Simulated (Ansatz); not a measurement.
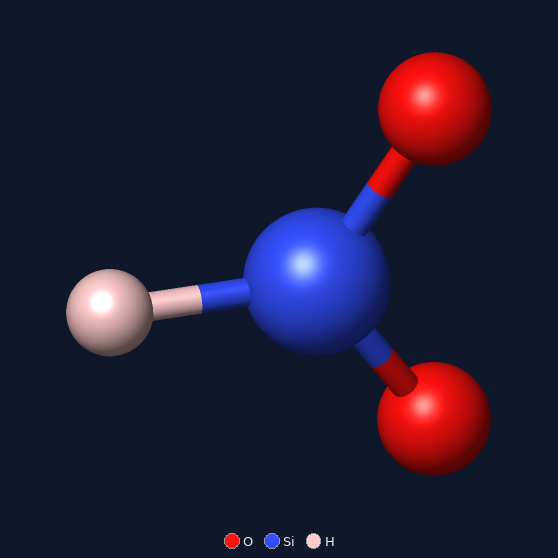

The species is neutral and a spin doublet. The geometry was computed by an optimisation with PBE0-D4/def2-TZVP. No frequency run is at hand to confirm it as a minimum.

Give the structural formula.

SMILES: [O][SiH]=O

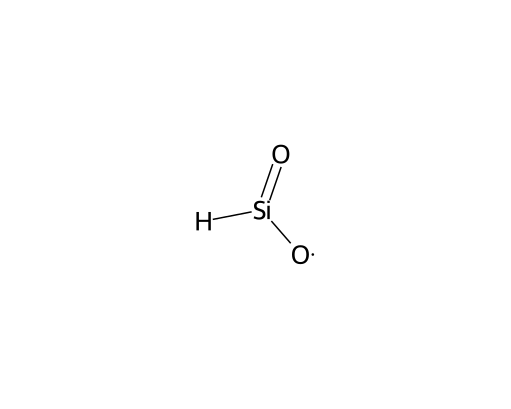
